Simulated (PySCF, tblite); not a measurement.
# C3H12NSi3 radical: geometry, infrared bands and EPR parameters

What infrared bands and EPR parameters should C3H12NSi3 radical (`[H]/N=[C]\[C@@H]([SiH2]C)[SiH2][SiH3]`) show?

Computed with tblite 0.8.0 and PySCF 2.14.0, with density-fitted response routines of our own, on a single molecule in the gas phase. Atoms are numbered from 0 throughout.

## Step 1: The molecule as given

19 atoms, charge 0, multiplicity 2; geometry from: force field or distance geometry start.

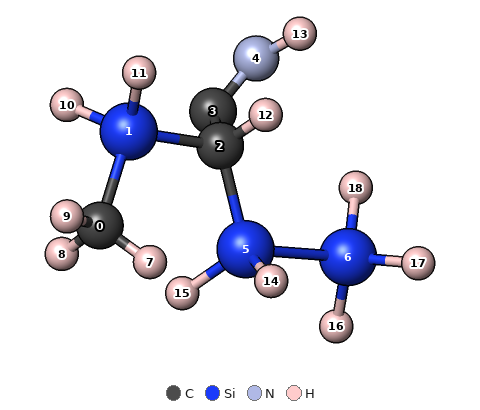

As it starts; carbon dark grey, silicon blue, nitrogen light blue, hydrogen pink, atoms numbered.

## Step 2: Optimising the geometry with GFN2-xTB

What the job is given:

```
{"job": {"kind": "relax", "xc": "GFN2-xTB", "basis": "xTB"}, "charge": 0, "multiplicity": 2}
C     -2.440700    -1.253800     0.132200
Si    -2.006700     0.552300     0.264100
C     -0.130400     0.709300     0.380000
C      0.375900     1.718700    -0.601500
N      1.016600     2.766800    -0.282700
Si     0.707600    -0.925400     0.090900
Si     2.924500    -0.527300     0.047100
H     -1.664900    -1.861800     0.593500
H     -2.461000    -1.501600    -0.952000
H     -3.453300    -1.442500     0.567600
H     -2.519600     1.224300    -0.911600
H     -2.662800     1.177000     1.432200
H      0.093900     1.067300     1.394300
H      1.244000     3.028700     0.682500
H      0.486900    -1.859500     1.222500
H      0.291500    -1.508200    -1.172500
H      3.479800    -1.399000    -1.007200
H      3.489800    -0.851000     1.373000
H      3.219100     0.895000    -0.229500
```

Run with:

```
$ OMP_NUM_THREADS=1 python probes_run.py task.json out
```

The driver reads the jobs from task.json and runs them one after another.

Log:

```text
step      E/eV     max force
  0    -557.59664    3.670
  1    -557.71809    4.101
  2    -557.84857    0.705
  3    -557.89329    0.612
  4    -557.95615    0.647
  5    -557.98456    0.471
  6    -558.03093    0.532
  7    -558.06681    0.675
  8    -558.10084    0.484
  9    -558.12517    0.382
 10    -558.14537    0.398
 11    -558.16317    0.523
 12    -558.17609    0.396
 13    -558.18252    0.173
 14    -558.18685    0.155
 15    -558.19111    0.226
 16    -558.19619    0.306
 17    -558.20187    0.291
 18    -558.20775    0.195
 19    -558.21351    0.194
 20    -558.21857    0.206
 21    -558.22253    0.191
 22    -558.22590    0.148
 23    -558.22904    0.109
 24    -558.23159    0.105
 25    -558.23337    0.096
 26    -558.23478    0.095
 27    -558.23631    0.098
 28    -558.23805    0.110
 29    -558.23970    0.110
 30    -558.24096    0.092
 31    -558.24188    0.076
 32    -558.24263    0.068
 33    -558.24331    0.061
 34    -558.24391    0.051
 35    -558.24449    0.068
 36    -558.24516    0.075
 37    -558.24583    0.065
 38    -558.24635    0.047
 39    -558.24674    0.046
 40    -558.24716    0.071
 41    -558.24769    0.074
 42    -558.24827    0.051
 43    -558.24878    0.058
 44    -558.24926    0.068
 45    -558.24996    0.094
 46    -558.25121    0.136
 47    -558.25313    0.155
 48    -558.25522    0.123
 49    -558.25699    0.077
 50    -558.25835    0.111
 51    -558.25935    0.133
 52    -558.26055    0.116
 53    -558.26188    0.087
 54    -558.26365    0.124
 55    -558.26433    0.099
 56    -558.26576    0.070
 57    -558.26722    0.064
 58    -558.26818    0.078
 59    -558.26903    0.100
 60    -558.27092    0.090
 61    -558.27243    0.082
 62    -558.27342    0.056
 63    -558.27385    0.054
 64    -558.27453    0.067
 65    -558.27555    0.082
 66    -558.27694    0.110
 67    -558.27826    0.106
 68    -558.27909    0.102
 69    -558.27981    0.054
 70    -558.28021    0.046
 71    -558.28102    0.045
 72    -558.28170    0.101
 73    -558.28251    0.069
 74    -558.28317    0.096
 75    -558.28370    0.061
 76    -558.28433    0.069
 77    -558.28534    0.083
 78    -558.28683    0.082
 79    -558.28832    0.130
 80    -558.28961    0.139
 81    -558.29119    0.145
 82    -558.29387    0.109
 83    -558.29740    0.183
 84    -558.30051    0.114
 85    -558.30134    0.406
 86    -558.30411    0.262
 87    -558.30569    0.106
 88    -558.30862    0.170
 89    -558.31167    0.283
 90    -558.31663    0.158
 91    -558.32270    0.365
 92    -558.32867    0.355
 93    -558.33001    0.546
 94    -558.33607    0.161
 95    -558.33991    0.178
 96    -558.34381    0.491
 97    -558.34895    0.147
 98    -558.35115    0.091
 99    -558.35323    0.298
100    -558.35526    0.123
101    -558.35710    0.114
102    -558.36220    0.116
103    -558.36504    0.102
104    -558.36684    0.090
105    -558.36851    0.136
106    -558.36983    0.102
107    -558.37142    0.128
108    -558.37407    0.125
109    -558.37747    0.130
110    -558.38054    0.214
111    -558.38292    0.199
112    -558.38506    0.109
113    -558.38676    0.110
114    -558.38858    0.103
115    -558.39069    0.126
116    -558.39336    0.119
117    -558.39682    0.133
118    -558.40133    0.139
119    -558.40632    0.192
120    -558.40552    0.595
121    -558.41628    0.153
122    -558.42042    0.092
123    -558.42497    0.097
124    -558.42690    0.117
125    -558.43003    0.194
126    -558.43289    0.235
127    -558.43581    0.149
128    -558.43806    0.128
129    -558.44047    0.152
130    -558.44238    0.093
131    -558.44351    0.167
132    -558.44465    0.102
133    -558.44628    0.088
134    -558.44750    0.092
135    -558.44919    0.084
136    -558.45034    0.066
137    -558.45110    0.050
138    -558.45150    0.042
139    -558.45187    0.041
140    -558.45230    0.044
141    -558.45276    0.043
142    -558.45320    0.053
143    -558.45362    0.067
144    -558.45404    0.053
145    -558.45445    0.052
146    -558.45474    0.034
147    -558.45490    0.029
148    -558.45502    0.025
149    -558.45517    0.029
150    -558.45540    0.039
151    -558.45570    0.047
152    -558.45608    0.044
153    -558.45646    0.047
154    -558.45679    0.039
155    -558.45707    0.036
156    -558.45733    0.036
157    -558.45763    0.049
158    -558.45802    0.067
159    -558.45848    0.070
160    -558.45896    0.053
161    -558.45945    0.053
162    -558.45999    0.054
163    -558.46056    0.068
164    -558.46104    0.065
165    -558.46137    0.041
166    -558.46158    0.046
167    -558.46173    0.032
168    -558.46188    0.026
169    -558.46203    0.028
170    -558.46219    0.037
171    -558.46237    0.043
172    -558.46258    0.038
173    -558.46279    0.031
174    -558.46298    0.024
175    -558.46311    0.023
176    -558.46321    0.024
177    -558.46330    0.023
178    -558.46340    0.023
179    -558.46356    0.032
180    -558.46375    0.042
181    -558.46398    0.040
182    -558.46418    0.027
183    -558.46430    0.021
184    -558.46436    0.024
185    -558.46440    0.024
186    -558.46445    0.022
187    -558.46452    0.023
188    -558.46461    0.025
189    -558.46471    0.026
190    -558.46482    0.030
191    -558.46496    0.036
192    -558.46518    0.030
193    -558.46539    0.034
194    -558.46557    0.031
195    -558.46570    0.032
196    -558.46582    0.029
197    -558.46597    0.029
198    -558.46616    0.034
199    -558.46636    0.036
200    -558.46653    0.036
201    -558.46668    0.030
202    -558.46677    0.022
203    -558.46686    0.023
204    -558.46696    0.024
205    -558.46707    0.022
206    -558.46717    0.022
207    -558.46729    0.023
208    -558.46743    0.025
209    -558.46762    0.037
210    -558.46781    0.037
211    -558.46798    0.024
212    -558.46809    0.019
213    -558.46819    0.021
214    -558.46829    0.034
215    -558.46842    0.037
216    -558.46857    0.028
217    -558.46872    0.025
218    -558.46885    0.032
219    -558.46903    0.037
220    -558.46921    0.036
221    -558.46938    0.028
222    -558.46951    0.023
223    -558.46963    0.034
224    -558.46974    0.035
225    -558.46982    0.028
226    -558.46989    0.017
227    -558.46993    0.016
228    -558.46995    0.015
229    -558.46998    0.009
```

Run time: 1.9 s. Hardware: 1 thread of Arm Neoverse V2, shared host.

Relaxation path: (not every step is listed)

| step | energy from step 0 (eV) | largest force (eV/Å) |
| --- | --- | --- |
| 0 | 0.0000 | 3.6700 |
| 1 | -0.1214 | 4.1009 |
| 2 | -0.2519 | 0.7054 |
| 3 | -0.2966 | 0.6120 |
| 4 | -0.3595 | 0.6474 |
| 5 | -0.3879 | 0.4712 |
| 6 | -0.4343 | 0.5321 |
| 7 | -0.4702 | 0.6746 |
| 8 | -0.5042 | 0.4839 |
| 29 | -0.6431 | 0.1095 |
| 50 | -0.6617 | 0.1109 |
| 71 | -0.6844 | 0.0449 |
| 92 | -0.7320 | 0.3546 |
| 113 | -0.7901 | 0.1096 |
| 134 | -0.8509 | 0.0921 |
| 155 | -0.8604 | 0.0356 |
| 176 | -0.8666 | 0.0239 |
| 197 | -0.8693 | 0.0292 |
| 218 | -0.8722 | 0.0321 |
| 224 | -0.8731 | 0.0354 |
| 225 | -0.8732 | 0.0283 |
| 226 | -0.8732 | 0.0171 |
| 227 | -0.8733 | 0.0157 |
| 228 | -0.8733 | 0.0148 |
| 229 | -0.8733 | 0.0094 |

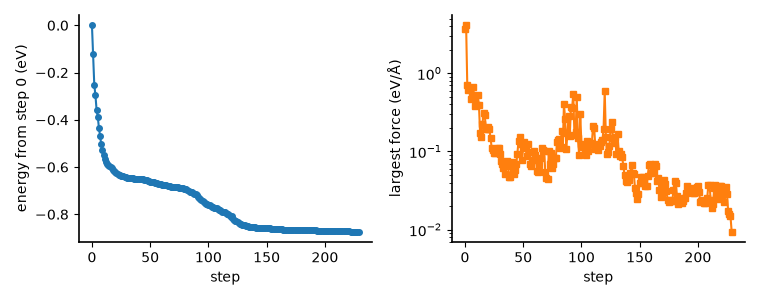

Energy and largest force along the relaxation.

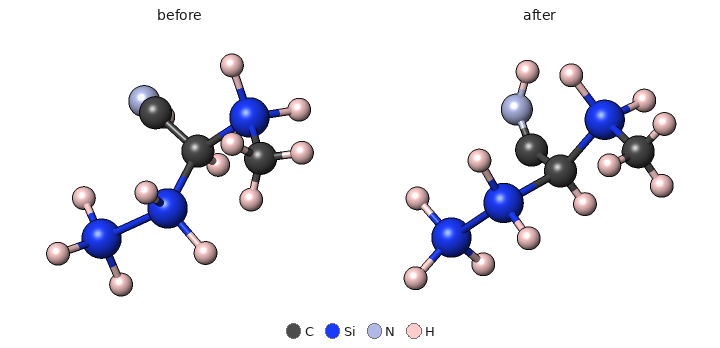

The geometry before (left) and after (right).

Distances of close pairs at the start and the end, largest changes first:

| bond | before (Å) | after (Å) | change (Å) |
| --- | --- | --- | --- |
| C2–Si5 | 1.860 | 1.935 | +0.076 |
| C2–C3 | 1.496 | 1.438 | -0.058 |
| Si5–Si6 | 2.253 | 2.308 | +0.055 |
| C3–N4 | 1.269 | 1.221 | -0.048 |
| Si1–C2 | 1.886 | 1.921 | +0.034 |
| C0–H9 | 1.118 | 1.085 | -0.033 |
| C0–Si1 | 1.862 | 1.894 | +0.032 |
| C0–H8 | 1.112 | 1.086 | -0.027 |

The final coordinates are the input of the step that follows.

## Step 3: Harmonic vibrations with GFN2-xTB

What the job is given:

```
{"job": {"kind": "ir", "xc": "GFN2-xTB", "basis": "xTB"}, "charge": 0, "multiplicity": 2}
C     -2.800865    -1.060750     0.474131
Si    -1.861686     0.576057     0.314500
C      0.002000     0.278862     0.672174
C      0.816443     1.456139     0.531516
N      0.858780     2.587728     0.074639
Si     0.961188    -0.963324    -0.460222
Si     3.152941    -0.399103    -0.008040
H     -2.680288    -1.493933     1.462542
H     -2.449802    -1.788956    -0.250430
H     -3.863056    -0.913210     0.308414
H     -1.988322     1.120613    -1.043353
H     -2.370888     1.560523     1.280022
H      0.114189    -0.114222     1.686125
H      0.081865     3.101602    -0.346714
H      0.459773    -2.305823    -0.126352
H      0.507736    -0.726564    -1.839276
H      4.056053    -1.490789    -0.413318
H      3.378906    -0.206049     1.427547
H      3.615228     0.790450    -0.721037
```

Log:

```text
mode    cm-1     km/mol
  1      33.8      0.47
  2      40.6      2.50
  3      62.8      2.37
  4      90.8      3.74
  5     104.2      1.93
  6     117.2      0.91
  7     145.3      0.35
  8     167.6      3.90
  9     192.3      0.80
 10     255.5     55.70
 11     370.9     37.67
 12     429.4     12.65
 13     439.3     25.50
 14     461.4     74.90
 15     476.6      4.38
 16     478.9     11.92
 17     529.9      0.27
 18     550.7      5.80
 19     581.7     10.77
 20     644.1    233.64
 21     658.7    501.03
 22     677.1     60.50
 23     760.8     27.10
 24     773.4    260.72
 25     791.3    349.91
 26     798.2    122.69
 27     800.1    267.98
 28     824.9    118.19
 29     826.1     15.15
 30     833.7    275.22
 31     838.5    175.12
 32     924.6    224.98
 33     995.2     68.06
 34    1009.4     33.29
 35    1150.0     28.35
 36    1371.6     10.71
 37    1485.8      0.05
 38    1489.8      0.82
 39    1898.8    303.25
 40    2160.3    297.18
 41    2168.3    416.59
 42    2188.4     64.16
 43    2209.9    371.49
 44    2224.4    226.48
 45    2228.2    460.65
 46    2260.9    306.39
 47    2918.4     26.91
 48    3040.1     27.88
 49    3044.3     28.01
 50    3049.0     23.76
 51    3107.6     89.92
```

Run time: 0.83 s. Hardware: 1 thread of Arm Neoverse V2, shared host.

Which atoms move in the most intense modes:

| cm⁻¹ | km/mol | atoms |
| --- | --- | --- |
| 659 | 501.0 | H11 30 %, H10 15 %, H15 14 % |
| 791 | 349.9 | H10 33 %, H11 31 %, Si1 14 % |
| 1899 | 303.2 | C3 61 %, N4 36 % |
| 2160 | 297.2 | H16 81 % |
| 2168 | 416.6 | H14 50 %, H15 29 %, H16 15 % |
| 2210 | 371.5 | H11 75 %, H10 13 % |
| 2228 | 460.6 | H10 64 %, H17 23 % |
| 2261 | 306.4 | H18 95 % |

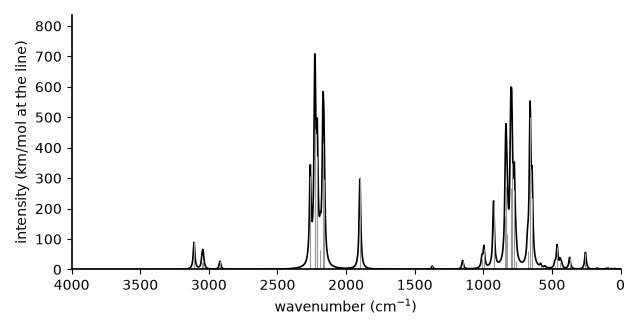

The infrared spectrum from these modes, unscaled. Lines are broadened to a width of 14 cm⁻¹ (Lorentzian).

## Step 4: g tensor and hyperfine couplings: B3LYP/pcH-1

Settings changed since step 3:

```diff
@@ -1,2 +1,2 @@
-{"job": {"kind": "ir", "xc": "GFN2-xTB", "basis": "xTB"}, "charge": 0, "multiplicity": 2}
+{"job": {"kind": "epr", "basis": "pcH-1"}, "charge": 0, "multiplicity": 2}
 C     -2.800865    -1.060750     0.474131
```

Method: UKS B3LYP, pcH-1 on C H N Si, non-relativistic, mean-field spin-orbit, GIAO.

Log:

```text
UKS, coarse grid
  cycle   1  E = -1044.67516214  |g| = 4.04e-01
  cycle   2  E = -1044.61491549  |g| = 5.35e-01
  cycle   3  E = -1044.73673433  |g| = 1.51e-01
  cycle   4  E = -1044.74540905  |g| = 5.27e-02
  cycle   5  E = -1044.74677414  |g| = 8.56e-03
  cycle   6  E = -1044.74681396  |g| = 4.09e-03
  cycle   7  E = -1044.74682465  |g| = 1.30e-03
  cycle   8  E = -1044.74682630  |g| = 5.19e-04
UKS, final grid
  cycle   1  E = -1044.74681979  |g| = 5.63e-04
  cycle   2  E = -1044.74681952  |g| = 1.08e-03
  cycle   3  E = -1044.74682004  |g| = 1.87e-04
  cycle   4  E = -1044.74682006  |g| = 9.32e-05
  cycle   5  E = -1044.74682008  |g| = 5.60e-05
  cycle   6  E = -1044.74682009  |g| = 6.42e-06
E = -1044.74682009 Eh   <S^2> = 0.7537 (exact 0.7500)
g shifts (ppm)      1          2          3
  rmc          -178       -178       -178
  gc              8         34        -59
  oz_so       -2279        -64       1366
  total       -2449       -208       1129
hyperfine (MHz)  atom isotope    a_iso     a_fc   dipolar eigenvalues
    0   13C       7.39       7.39     -0.91     -0.88      1.79
    1  29Si     -52.56     -52.68    -17.80      8.80      9.00
    2   13C      75.98      76.01     -8.50     -8.17     16.67
    3   13C     339.97     340.15    -54.19    -48.33    102.52
    4   14N     125.09     125.12     -8.36     -4.80     13.16
    5  29Si     -25.95     -25.95     -1.97      0.57      1.41
    6  29Si       3.69       3.70     -0.81      0.27      0.54
    7    1H       0.40       0.40     -1.19     -0.63      1.82
    8    1H       0.44       0.44     -1.23     -0.62      1.85
    9    1H      10.83      10.83     -1.00     -0.26      1.26
   10    1H       0.76       0.76     -2.14     -0.61      2.75
   11    1H      -0.82      -0.82     -1.89     -0.92      2.80
   12    1H      16.23      16.23     -7.01     -5.04     12.05
   13    1H     230.79     230.79     -7.63     -3.82     11.45
   14    1H       3.07       3.07     -1.47     -0.83      2.31
   15    1H      -1.24      -1.24     -1.66     -1.35      3.01
   16    1H      20.37      20.37     -0.96     -0.95      1.90
   17    1H      10.94      10.94     -2.87     -2.32      5.19
   18    1H      11.90      11.90     -2.81     -2.04      4.85
```

Run time: 2.7 min. Hardware: 1 thread of Arm Neoverse V2, shared host; peak memory 1.2 GiB.

Principal g values 1.99987, 2.00211, 2.00345; g(iso) = 2.00181, against 2.00232 for a free electron.

Mean a(iso) over the nuclei that a row names, and the largest dipolar term of the row (other rows stand at the frozen geometry):

| nuclei | isotope | a(iso) (MHz) | a(iso) (G, at g = 2.0023) | largest dipolar term (MHz) |
| --- | --- | --- | --- | --- |
| C3 | 13C | 340.0 | 121.3 | 102.5 |
| H13 | 1H | 230.8 | 82.4 | 11.4 |
| N4 | 14N | 125.1 | 44.6 | 13.2 |
| C2 | 13C | 76.0 | 27.1 | 16.7 |
| Si1 | 29Si | -52.6 | -18.8 | -17.8 |
| Si5 | 29Si | -25.9 | -9.3 | -2.0 |
| H12 | 1H | 16.2 | 5.8 | 12.1 |
| H16, H17, H18 | 1H | 14.4 | 5.1 | 5.2 |
| C0 | 13C | 7.4 | 2.6 | 1.8 |
| H7, H8, H9 | 1H | 3.9 | 1.4 | 1.9 |
| Si6 | 29Si | 3.7 | 1.3 | -0.8 |
| H14 | 1H | 3.1 | 1.1 | 2.3 |
| H15 | 1H | -1.2 | -0.4 | 3.0 |
| H11 | 1H | -0.8 | -0.3 | 2.8 |

Mulliken spin populations:

C0 0.00; Si1 0.07; C2 -0.01; C3 0.67; N4 0.11; Si5 0.01; Si6 0.01; H7 0.00; H8 0.00; H9 0.00; H10 0.00; H11 0.00; H12 0.00; H13 0.11; H14 0.00; H15 0.00; H16 0.01; H17 0.00; H18 0.00

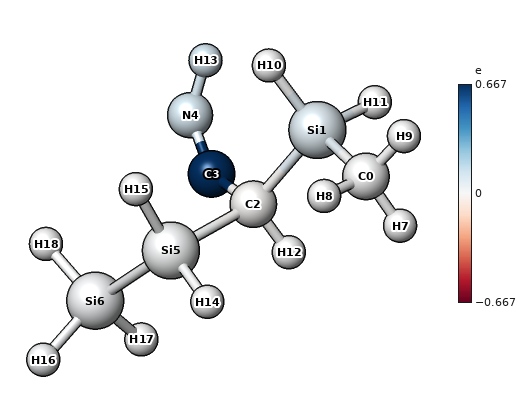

Mulliken spin populations, as colours on the atoms.

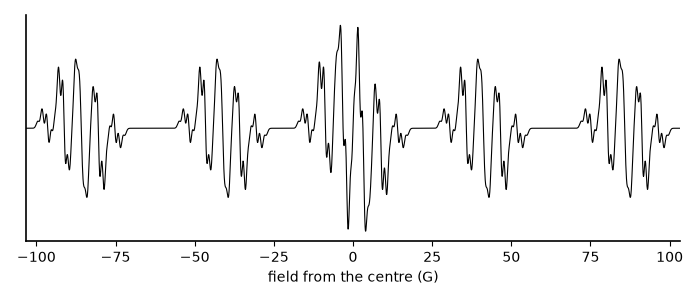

First-order isotropic spectrum (first derivative, main isotopes with spin only, couplings over 0.8 MHz, Gaussian width 0.5 G; couplings of the frozen geometry, rotation of groups not averaged beyond the rows shown).

The fields below are evaluated on a grid from the run's orbitals.

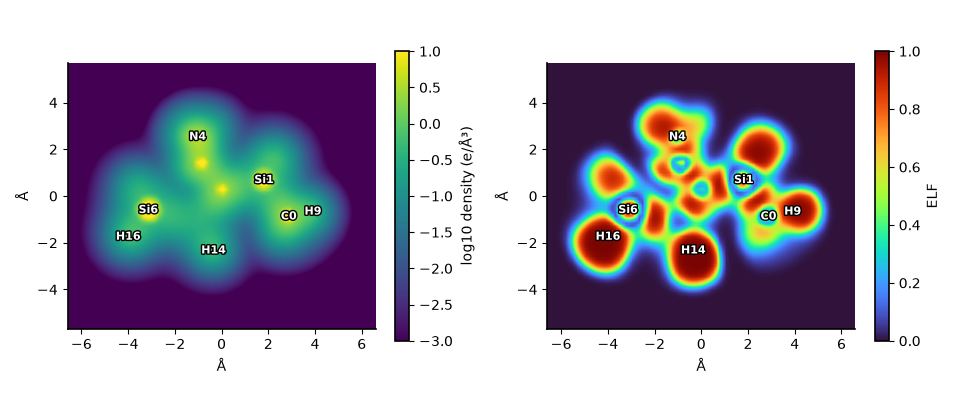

Density (left) and ELF (right) in a plane through or near 7 of the atoms.

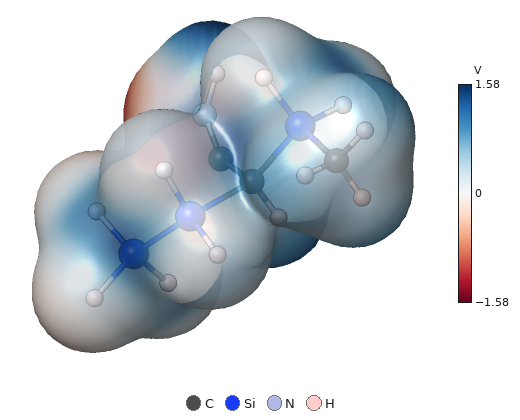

Electrostatic potential on the surface of density 0.002 e/bohr³; red is low, blue high. It runs from -1.58 V near N4 to 1.36 V near H13.

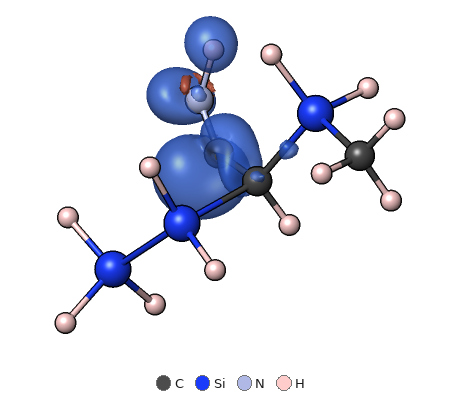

Spin density at ±0.04 e/Å³ (alpha excess blue, beta excess red).

## Step 5: Results

| quantity | value |
| --- | --- |
| strongest single infrared mode (GFN2-xTB) | 659 cm⁻¹, 501 km/mol |
| zero-point energy (GFN2-xTB) | 79.6 kcal/mol |
| g(iso) (B3LYP) | 2.00181 |
| ⟨S²⟩ | 0.754 (exact 0.75) |
| largest a(iso) (averaged by class) | 13C on C3, 340.0 MHz |
| potential on the surface of density 0.002 e/bohr³, 1st and 99th percentile | -1.58 V and 1.36 V |

In words: The optimisation took 229 steps and gained 0.873 eV; among the close pairs (by a distance rule), C2–Si5 changed most, from 1.860 to 1.935 Å. No mode is imaginary among the 51: a minimum at this level. The strongest single mode, at 659 cm⁻¹, has its largest shares on H11, H10 and H15 (the list is cut at 3 atoms). Unscaled tight-binding wavenumbers are off by several per cent, some by more. Its intensities can rank the bands wrongly. Most of the unpaired spin sits on C3 (0.67 e). The isotropic g lies 0.5 ppt below the free-electron value. These values are for one conformer; the search (at its own cheap level) found 2 more, at 0.50, 1.84 kcal/mol, and measured spectra average over such forms.
